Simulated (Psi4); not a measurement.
**One shape, several levels: triplet SiPH5O2**

Aim: a comparison of 3 runs (UHF/6-31G*, UCCSD/6-31G*, UCCSD(T)/6-31G*) of triplet SiPH5O2. 

The calculation is run with Psi4 1.11.

1 further run of the same task is left out (set aside as unsound or not needed).

**1. The molecule**

SiPH5O2 has 9 atoms, charge 0, and is taken as a triplet. SMILES of the parent species: `O[SiH2]OP`. Geometry: relaxed at PBE0-D4/def2-TZVP. This is one conformer, not always the lowest. That shape belongs to the parent species and isn't relaxed for this state.

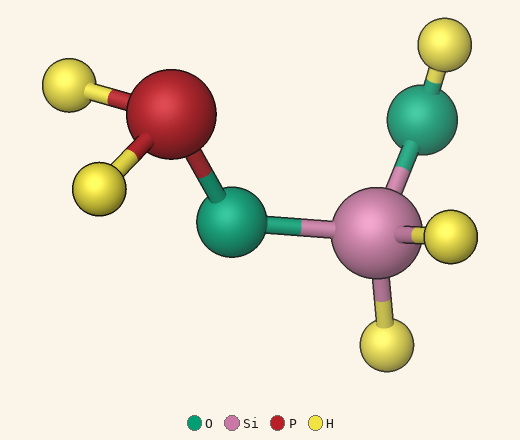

The structure, seen from a chosen angle (oxygen teal, silicon pink, phosphorus red, hydrogen yellow).

**2. Energy and gradient at UHF/6-31G(d) (spherical functions) (run 1)**

Input file job.in:

```
memory 2200 mb

molecule m {
  0 3
  O
  Si 1 1.637187
  O 2 1.647601 1 112.63239
  P 3 1.646087 2 125.81202 1 -64.77696
  H 1 0.958039 2 118.15097 3 82.24499
  H 2 1.486075 1 109.79207 5 -38.67617
  H 2 1.473489 6 113.28507 3 -117.13562
  H 4 1.423741 3 98.68026 2 -134.00822
  H 4 1.423658 8 92.17492 3 99.1196
  symmetry c1
}

set {
  basis         6-31G*
  reference     uhf
  puream        true
  e_convergence 1e-09
  d_convergence 1e-08
  scf_type      pk
  maxiter       100
}

e = gradient('scf')
```

On the command line:

```sh
$ psi4 -n 1 job.in job.out
```

job.out:

```text
[...]
  Running in c1 symmetry.
[...]
  Nuclear repulsion =  233.152825446956570
[...]
  Multiplicity = 3
[...]
  Nalpha       = 26
  Nbeta        = 24
[...]
    Number of basis functions: 74
[...]
   @UHF iter   1:  -781.98887976018136   -5.41859e-01   7.93003e-03 ADIIS/DIIS
[...]
   @UHF iter  19:  -782.17585656513177   -1.10276e-11   7.87004e-09 DIIS
[...]
   @S^2 Observed:                2.010367920E+00
[...]
  @UHF Final Energy:  -782.17585656513177
   => Energetics <=
    Nuclear Repulsion Energy =            233.1528254469565695
    One-Electron Energy =               -1546.6603148264593983
    Two-Electron Energy =                 531.3316328143711189
    Total Energy =                       -782.1758565651317667
  UHF NO Occupations:
  HONO-2 :   24  A 1.9970169
  HONO-1 :   25  A 1.0000000
[...]
  -Total Gradient:
     Atom            X                  Y                   Z
    ------   -----------------  -----------------  -----------------
       1        0.012770597596     0.000242444141     0.008971897180
       2       -0.007513345417    -0.009768482981    -0.005642414456
       3       -0.020711860115    -0.020223252980    -0.001908952565
       4        0.006118930977     0.075008388512    -0.028152098683
       5       -0.011466518862    -0.001776875723    -0.004695315015
       6       -0.004928934256     0.000586732275     0.002329866283
       7        0.005467142432     0.000033143550     0.001042277527
       8        0.013436638845    -0.024487556976     0.007654593506
       9        0.006827348807    -0.019614539818     0.020400146221
[...]
```

It took 10 s on 1 thread of Intel Xeon Platinum 8259CL at 2.50GHz (Skylake/Cascade Lake), shared host; peak memory 0.25 GiB.

**3. The energy at UCCSD/6-31G(d) (spherical functions) (run 2)**

Input file h5o2psi.py:

```python
import psi4

psi4.set_memory(2200000000)
psi4.set_num_threads(1)
psi4.set_output_file('output.dat', False)

molecule = psi4.geometry("""
0 3
O
Si 1 1.637187
O 2 1.647601 1 112.63239
P 3 1.646087 2 125.81202 1 -64.77696
H 1 0.958039 2 118.15097 3 82.24499
H 2 1.486075 1 109.79207 5 -38.67617
H 2 1.473489 6 113.28507 3 -117.13562
H 4 1.423741 3 98.68026 2 -134.00822
H 4 1.423658 8 92.17492 3 99.1196
units angstrom
symmetry c1
no_reorient
no_com
""")

options = {'basis': '6-31G*', 'reference': 'uhf', 'puream': True, 'e_convergence': 1e-09, 'd_convergence': 1e-08, 'scf_type': 'pk', 'num_frozen_docc': 12, 'maxiter': 100}
psi4.set_options(options)

result, w = psi4.energy("ccsd", molecule=molecule, return_wfn=True)
print(f'total energy {result:.8f} hartree = {result * 27.211386:.5f} eV')
```

On the command line:

```sh
$ python h5o2psi.py
```

output.dat:

```text
[...]
  Running in c1 symmetry.
[...]
  Nuclear repulsion =  233.152825446956626
[...]
  Multiplicity = 3
[...]
  Nalpha       = 26
  Nbeta        = 24
[...]
    Number of basis functions: 74
[...]
   @UHF iter   1:  -781.98887976018000   -5.41859e-01   7.93003e-03 DIIS/ADIIS
[...]
   @UHF iter  19:  -782.17585656513097   -1.01181e-11   7.87004e-09 DIIS
[...]
   @S^2 Observed:                2.010367920E+00
[...]
  @UHF Final Energy:  -782.17585656513097
   => Energetics <=
    Nuclear Repulsion Energy =            233.1528254469566264
    One-Electron Energy =               -1546.6603148264580341
    Two-Electron Energy =                 531.3316328143703231
    Total Energy =                       -782.1758565651309709
  UHF NO Occupations:
  HONO-2 :   24  A 1.9970169
  HONO-1 :   25  A 1.0000000
[...]
 Multipole Moments:
 ------------------------------------------------------------------------------------
     Multipole            Electronic (a.u.)      Nuclear  (a.u.)        Total (a.u.)
 ------------------------------------------------------------------------------------
 L = 1.  Multiply by 2.5417464519 to convert [e a0] to [Debye]
 Dipole X            :         -1.1896544            0.3777569           -0.8118976
 Dipole Y            :         -1.5212666            1.5743996            0.0531331
 Dipole Z            :         -0.4536827            0.3051237           -0.1485590
 Magnitude           :                                                    0.8270856
[...]
      * MP2 total energy                      = -782.700591154679387
[...]
      * CCSD total energy                     = -782.736817052963943
```

The script printed:

```text
total energy -782.73681705 hartree = -21299.35367 eV
```

Wall time 52 s (1 thread of Intel Xeon Platinum 8259CL at 2.50GHz (Skylake/Cascade Lake), shared host); peak memory 0.4 GiB.

**4. The energy at UCCSD(T)/6-31G(d) (spherical functions) (run 3)**

Input file input.json:

```json
{
  "schema_name": "qcschema_input",
  "schema_version": 1,
  "molecule": {
    "schema_name": "qcschema_molecule",
    "schema_version": 2,
    "symbols": ["O", "Si", "O", "P", "H", "H", "H", "H", "H"],
    "geometry": [-0.58184667, 2.1624136, -3.10463105, 1.54522905, 1.06202608, -1.14592992, 0.57145318, -1.4703959, 0.38134673, -1.78049995, -1.57773234, 2.4143141, -1.88726948, 3.22557352, -2.43888054, 2.2121134, 3.03357735, 0.73944983, 3.71236697, 0.23338118, -2.6854898, -0.57806722, -3.00636529, 4.35128337, -3.04623851, -3.74978355, 1.45622295],
    "molecular_charge": 0,
    "molecular_multiplicity": 3,
    "fix_symmetry": "c1",
    "fix_com": true,
    "fix_orientation": true
  },
  "driver": "energy",
  "model": {
    "method": "ccsd(t)",
    "basis": "6-31G*"
  },
  "keywords": {
    "reference": "uhf",
    "puream": true,
    "e_convergence": 1e-09,
    "d_convergence": 1e-08,
    "scf_type": "pk",
    "num_frozen_docc": 12,
    "maxiter": 100
  }
}
```

On the command line:

```sh
$ psi4 --qcschema input.json -n 1 --memory 2200MB
```

stdout:

```text
[...]
  Running in c1 symmetry.
[...]
  Nuclear repulsion =  233.152845786720434
[...]
  Multiplicity = 3
[...]
  Nalpha       = 26
  Nbeta        = 24
[...]
    Number of basis functions: 74
[...]
   @UHF iter   1:  -781.98887974412946   -5.41858e-01   7.93003e-03 DIIS/ADIIS
[...]
   @UHF iter  19:  -782.17585654073639   -1.11413e-11   7.86996e-09 DIIS
[...]
   @S^2 Observed:                2.010367904E+00
[...]
  @UHF Final Energy:  -782.17585654073639
   => Energetics <=
    Nuclear Repulsion Energy =            233.1528457867204338
    One-Electron Energy =               -1546.6603542749428470
    Two-Electron Energy =                 531.3316519474859660
    Total Energy =                       -782.1758565407363903
  UHF NO Occupations:
  HONO-2 :   24  A 1.9970169
  HONO-1 :   25  A 1.0000000
[...]
 Multipole Moments:
 ------------------------------------------------------------------------------------
     Multipole            Electronic (a.u.)      Nuclear  (a.u.)        Total (a.u.)
 ------------------------------------------------------------------------------------
 L = 1.  Multiply by 2.5417464519 to convert [e a0] to [Debye]
 Dipole X            :          4.3761421           -4.7445353           -0.3683933
 Dipole Y            :          4.0877081           -3.5250952            0.5626130
 Dipole Z            :          0.6734756           -0.1919961            0.4814795
 Magnitude           :                                                    0.8270849
[...]
      * MP2 total energy                      = -782.700591113150267
[...]
      * CCSD total energy                     = -782.736817007128366
[...]
      * CCSD(T) total energy                     = -782.749809639011801
[...]
```

The result, in JSON:

```text
{
 "driver": "energy",
 "model": {
  "method": "ccsd(t)",
  "basis": "6-31G*"
 },
 "success": true,
 "return_result": -782.7498096390118,
 "properties": {
  "calcinfo_nbasis": 74,
  "calcinfo_nmo": 74,
  "calcinfo_nalpha": 26,
  "calcinfo_nbeta": 24,
  "calcinfo_natom": 9,
  "nuclear_repulsion_energy": 233.15284578672043,
  "return_energy": -782.7498096390118,
  "scf_one_electron_energy": -1546.6603542749428,
  "scf_two_electron_energy": 531.331651947486,
  "scf_dipole_moment": [-0.3683932515315034, 0.5626129642202518, 0.4814794782704044],
  "scf_total_energy": -782.1758565407364,
  "scf_iterations": 19,
  "mp2_same_spin_correlation_energy": -0.1359364576786406,
  "mp2_opposite_spin_correlation_energy": -0.38879811473042686,
  "mp2_singles_energy": -2.0209495640257754e-27,
  "mp2_doubles_energy": -0.5247345724090675,
  "mp2_correlation_energy": -0.5247345724090675,
  "mp2_total_energy": -782.7005911131503,
  "ccsd_same_spin_correlation_energy": -0.12347889789079304,
  "ccsd_opposite_spin_correlation_energy": -0.43748156849642944,
  "ccsd_singles_energy": -1.5429470655145124e-16,
  "ccsd_doubles_energy": -0.5609604663872225,
  "ccsd_correlation_energy": -0.5609604663872226,
  "ccsd_total_energy": -782.7368170071284,
  "ccsd_iterations": 28,
  "ccsd_prt_pr_correlation_energy": -0.573953098270628,
  "ccsd_prt_pr_total_energy": -782.7498096390118
 }
}
```

It took 94 s on 1 thread of Intel Xeon Platinum 8259CL at 2.50GHz (Skylake/Cascade Lake), shared host; peak memory 0.4 GiB.

**5. All runs side by side**

```csv
run,level,task,frozen core orbitals,energy (Eh),HOMO energy (eV),LUMO energy (eV),⟨S²⟩,wall time
1,UHF/6-31G* (spherical functions),gradient,0,-782.175857,-5.28,-0.36,2.010,10 s
2,UCCSD/6-31G* (spherical functions),energy,12,-782.736817,-5.28,-0.36,2.010,52 s
3,UCCSD(T)/6-31G* (spherical functions),energy,12,-782.749810,-5.28,-0.36,2.010,94 s
```

**6. What came out**

| quantity | value |
| --- | --- |
| run 3: total energy | -782.74981 Eh |
| run 3: HOMO energy (Hartree–Fock orbitals) (highest over α and β) | -5.28 eV |
| run 3: LUMO energy (Hartree–Fock orbitals) (lowest over α and β) | -0.36 eV |
| run 3: correlation energy (12 core orbitals frozen) | -574.0 mEh |
| run 3: (T) correction | -12.99 mEh |
| run 3: ⟨S²⟩ of the reference determinant | 2.010 |
| run 3: T1 diagnostic | 0.026 |

In words: Below the UHF energy at the same shape and in the same basis (6-31G*): UCCSD -561.0 mEh; UCCSD(T) -574.0 mEh. All runs together took 2.6 min, the longest 94 s.
